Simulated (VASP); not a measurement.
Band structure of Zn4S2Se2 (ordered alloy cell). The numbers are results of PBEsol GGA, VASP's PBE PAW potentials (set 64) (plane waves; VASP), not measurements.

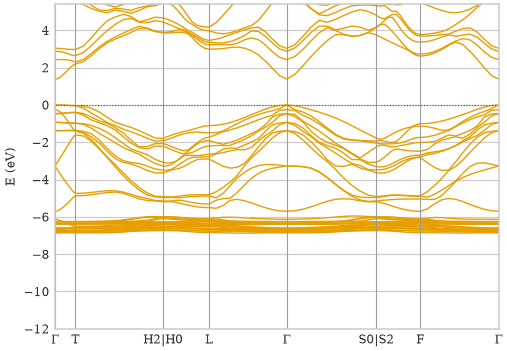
Fig. 1. Bands along high-symmetry lines, zero at the valence-band maximum or, without a gap, the Fermi level

Question: Read the plot: is there a gap, and where are the band edges?

Answer: The gap is direct, 1.38 eV, from the valence maximum at Γ to the conduction minimum at Γ. (Edges off the drawn lines would not show.)

The structure was generated: Zn4S2Se2 was put into an ordered model structure (R3m), which need not be its known phase. It was relaxed first.
